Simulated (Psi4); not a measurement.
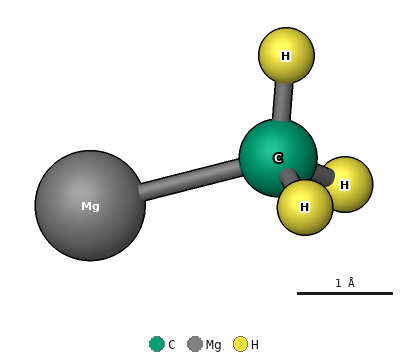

The structure as given in the input (ball-and-stick view, seen at a tilt). Sticks mark near contacts. Bond lengths as drawn: C–H 1.09 Å and C–Mg 2.12 Å.

**Single-point calculation, with input and output: CH3Mg (part 1 of 2)**

The run: single-point calculation of CH3Mg, multiplicity 2. Method and program: MP2.5/6-311++G**, UHF, sfX2C (Psi4 1.11).

The geometry comes from this level: PBE0-D4/def2-TZVP (4 decimals).

## Log
```
Relativistic analytic gradients are not implemented yet, re-routing to finite differences.

   => Loading Basis Set <=

    Name: 6-311++G**
    Role: ORBITAL
    Keyword: BASIS

         ---------------------------------------------------------
                                   SCF
                              UHF Reference
                        1 Threads,   1525 MiB Core
         ---------------------------------------------------------

  ==> Geometry <==

    Molecular point group: c1
    Full point group: C1

    Geometry (in Angstrom), charge = 0, multiplicity = 2:

       Center              X                  Y                   Z               Mass
    ------------   -----------------  -----------------  -----------------  -----------------
         C            0.556312228258    -0.931404821316    -0.662535251959    12.000000000000
         MG          -0.369587771742     0.618795178684     0.440164748041    23.985041697000
         H            0.817212228258    -1.766304821316    -0.004935251959     1.007825032230
         H           -0.116787771742    -1.302104821316    -1.441735251959     1.007825032230
         H            1.471412228258    -0.568104821316    -1.140035251959     1.007825032230

  Running in c1 symmetry.

  Rotational constants: A =      5.30643  B =      0.36361  C =      0.36361 [cm^-1]
  Rotational constants: A = 159082.62627  B =  10900.70730  C =  10900.69087 [MHz]
  Nuclear repulsion =   34.659792058175121

  Charge       = 0
  Multiplicity = 2
  Electrons    = 21
  Nalpha       = 11
  Nbeta        = 10

  ==> Algorithm <==

  SCF Algorithm Type is DF.
  DIIS enabled.
  MOM disabled.
  Fractional occupation disabled.
  Guess Type is SAD.
  Energy threshold   = 1.00e-08
  Density threshold  = 1.00e-08
  Integral threshold = 1.00e-12

  ==> Primary Basis <==

  Basis Set: 6-311++G**
    Blend: 6-311++G**
    Number of shells: 39
    Number of basis functions: 73
    Number of Cartesian functions: 75
    Spherical Harmonics?: true
    Max angular momentum: 2

   => Loading Basis Set <=

    Name: (6-311++G** AUX)
    Role: JKFIT
    Keyword: DF_BASIS_SCF

   => Loading Basis Set <=

    Name: (6-311++G** AUX)
    Role: DECON
    Keyword: BASIS_RELATIVISTIC

  ==> Integral Setup <==

  DFHelper Memory: AOs need 0.016 GiB; user supplied 1.118 GiB.
  SCF_SUBTYPE=INCORE selected. In-core MEM_DF algorithm will be used.
  Using in-core AOs.

  ==> MemDFJK: Density-Fitted J/K Matrices <==

    J tasked:                   Yes
    K tasked:                   Yes
    wK tasked:                   No
    Memory [MiB]:              1144
    Algorithm:                 Core
    Schwarz Cutoff:           1E-12
    Mask sparsity (%):       0.1877
    Fitting Condition:        1E-10

   => Auxiliary Basis Set <=

  Basis Set: (6-311++G** AUX)
    Blend: AUG-CC-PVTZ-JKFIT + DEF2-UNIVERSAL-JKFIT
    Number of shells: 106
    Number of basis functions: 354
    Number of Cartesian functions: 433
    Spherical Harmonics?: true
    Max angular momentum: 4

 OEINTS: Using relativistic (X2C) overlap, kinetic, and potential integrals.
         ------------------------------------------------------------
         Spin-Free X2C Integrals at the One-Electron Level (SFX2C-1e)
         ------------------------------------------------------------

  ==> X2C Options <==

    Computational Basis: 6-311++G**
    X2C Basis: (6-311++G** AUX)
    The X2C Hamiltonian will be computed in the X2C Basis

    Comparing only 73 out of 110 elements of H_Dirac

    The 1-norm of |H_X2C - H_Dirac| is: 98.597553582198

    WARNING: The X2C and Dirac Hamiltonians have substatially different eigenvalues!
             This is probably caused by the recontraction of the basis set.

  Minimum eigenvalue in the overlap matrix is 4.9670282096E-04.
  Reciprocal condition number of the overlap matrix is 5.2784014765E-05.
    Using symmetric orthogonalization.

  ==> Pre-Iterations <==

  SCF Guess: Superposition of Atomic Densities via on-the-fly atomic UHF (no occupation information).

   -------------------------
    Irrep   Nso     Nmo
   -------------------------
     A         73      73
   -------------------------
    Total      73      73
   -------------------------

  ==> Iterations <==

                           Total Energy        Delta E     RMS |[F,P]|

   @DF-UHF iter SAD:  -238.69360968388219   -2.38694e+02   0.00000e+00
   @DF-UHF iter   1:  -239.32084875767154   -6.27239e-01   7.74811e-03 DIIS/ADIIS
   @DF-UHF iter   2:  -239.45065557104670   -1.29807e-01   4.03118e-03 DIIS/ADIIS
   @DF-UHF iter   3:  -239.49819961646102   -4.75440e-02   5.03719e-04 DIIS/ADIIS
   @DF-UHF iter   4:  -239.50065536231790   -2.45575e-03   1.97526e-04 DIIS/ADIIS
   @DF-UHF iter   5:  -239.50108899767599   -4.33635e-04   7.62974e-05 DIIS
   @DF-UHF iter   6:  -239.50119202095334   -1.03023e-04   3.65034e-05 DIIS
   @DF-UHF iter   7:  -239.50122081911266   -2.87982e-05   1.90061e-05 DIIS
   @DF-UHF iter   8:  -239.50123131835309   -1.04992e-05   8.16205e-06 DIIS
   @DF-UHF iter   9:  -239.50123358108573   -2.26273e-06   1.87116e-06 DIIS
   @DF-UHF iter  10:  -239.50123366426212   -8.31764e-08   3.89754e-07 DIIS
   @DF-UHF iter  11:  -239.50123366655271   -2.29059e-09   1.15532e-07 DIIS
   @DF-UHF iter  12:  -239.50123366674993   -1.97218e-10   2.74586e-08 DIIS
   @DF-UHF iter  13:  -239.50123366676007   -1.01466e-11   9.11241e-09 DIIS
  Energy and wave function converged.

  ==> Post-Iterations <==

   @Spin Contamination Metric:   1.194105161E-02
   @S^2 Expected:                7.500000000E-01
   @S^2 Observed:                7.619410516E-01
   @S   Expected:                5.000000000E-01
   @S   Observed:                5.000000000E-01

    Orbital Energies [Eh]
    ---------------------

    Alpha Occupied:

       1A    -49.108170     2A    -11.174900     3A     -3.781823
       4A     -2.287947     5A     -2.286187     6A     -2.286187
       7A     -0.887524     8A     -0.513483     9A     -0.513452
      10A     -0.388450    11A     -0.251558

    Alpha Virtual:

      12A      0.019001    13A      0.019001    14A      0.029239
      15A      0.034483    16A      0.064810    17A      0.064811
      18A      0.092883    19A      0.096924    20A      0.096925
      21A      0.108266    22A      0.164641    23A      0.164645
      24A      0.185221    25A      0.223042    26A      0.229916
      27A      0.229916    28A      0.252560    29A      0.329550
      30A      0.329559    31A      0.330474    32A      0.404102
      33A      0.423641    34A      0.423642    35A      0.463446
      36A      0.463447    37A      0.630474    38A      0.630489
      39A      0.642454    40A      0.717637    41A      0.793933
      42A      0.793934    43A      0.871707    44A      0.908202
      45A      0.908227    46A      0.966691    47A      1.140310
      48A      1.379650    49A      1.379662    50A      1.751893
      51A      1.869991    52A      1.870016    53A      1.903693
      54A      2.010429    55A      2.010451    56A      2.329160
      57A      2.504185    58A      2.504210    59A      2.795341
      60A      2.856167    61A      2.856241    62A      2.941321
      63A      2.941419    64A      3.196743    65A      3.417363
      66A      3.558666    67A      4.177610    68A      4.177769
      69A      6.428539    70A      6.428540    71A      6.583617
      72A     24.935724    73A    101.965369

    Beta Occupied:

       1A    -49.104667     2A    -11.168306     3A     -3.774863
       4A     -2.283790     5A     -2.283790     6A     -2.279077
       7A     -0.871958     8A     -0.509633     9A     -0.509603
      10A     -0.339492

    Beta Virtual:

      11A      0.008154    12A      0.026718    13A      0.026718
      14A      0.032260    15A      0.061435    16A      0.086117
      17A      0.086117    18A      0.096811    19A      0.097445
      20A      0.097446    21A      0.127329    22A      0.166068
      23A      0.166072    24A      0.188664    25A      0.245049
      26A      0.245049    27A      0.251279    28A      0.267160
      29A      0.333874    30A      0.333883    31A      0.359356
      32A      0.407466    33A      0.443143    34A      0.443144
      35A      0.483848    36A      0.483849    37A      0.635590
      38A      0.635606    39A      0.651874    40A      0.751513
      41A      0.804512    42A      0.804512    43A      0.897137
      44A      0.914237    45A      0.914262    46A      0.969726
      47A      1.147690    48A      1.387256    49A      1.387268
      50A      1.751397    51A      1.872494    52A      1.872519
      53A      1.915561    54A      2.016599    55A      2.016621
      56A      2.332973    57A      2.508891    58A      2.508916
      59A      2.796981    60A      2.856221    61A      2.856295
      62A      2.944624    63A      2.944722    64A      3.199221
      65A      3.432081    66A      3.569888    67A      4.181087
      68A      4.181245    69A      6.430495    70A      6.430496
      71A      6.589887    72A     24.940790    73A    101.969026

    Final Occupation by Irrep:
              A
    DOCC [    10 ]
    SOCC [     1 ]
    NA   [    11 ]
    NB   [    10 ]

  @DF-UHF Final Energy:  -239.50123366676007

   => Energetics <=

    Nuclear Repulsion Energy =             34.6597920581751211
    One-Electron Energy =                -401.7171899997932769
    Two-Electron Energy =                 127.5561642748580766
    Total Energy =                       -239.5012336667600721

  UHF NO Occupations:
  HONO-2 :    9  A 1.9999473
  HONO-1 :   10  A 1.9941702
  HONO-0 :   11  A 1.0000000
  LUNO+0 :   12  A 0.0058298
  LUNO+1 :   13  A 0.0000527
  LUNO+2 :   14  A 0.0000465
  LUNO+3 :   15  A 0.0000465

Computation Completed

Properties will be evaluated at   0.000000,   0.000000,   0.000000 [a0]

Properties computed using the SCF density matrix

 Multipole Moments:

 ------------------------------------------------------------------------------------
     Multipole            Electronic (a.u.)      Nuclear  (a.u.)        Total (a.u.)
 ------------------------------------------------------------------------------------

 L = 1.  Multiply by 2.5417464519 to convert [e a0] to [Debye]
 Dipole X            :         -2.2132961            2.0308070           -0.1824891
 Dipole Y            :          3.7059549           -3.4003755            0.3055793
 Dipole Z            :          2.6360949           -2.4187366            0.2173583
 Magnitude           :                                                    0.4170439

 ------------------------------------------------------------------------------------

	total time  =          2 seconds =       0.03 minutes
   => Loading Basis Set <=

    Name: (6-311++G** AUX)
    Role: DECON
    Keyword: BASIS_RELATIVISTIC

 MINTS: Wrapper to libmints.

   Calculation information:
      Number of threads:                 1
      Number of atoms:                   5
      Number of AO shells:              39
      Number of SO shells:              39
      Number of primitives:             65
      Number of atomic orbitals:        75
      Number of basis functions:        73

      Number of irreps:                  1
      Integral cutoff                 1.00e-12
      Number of functions per irrep: [  73 ]

 OEINTS: Overlap, kinetic, potential, dipole, and quadrupole integrals
         stored in file 35.

      Computing two-electron integrals...done
      Computed 3457494 non-zero two-electron integrals.
        Stored in file 33.
```
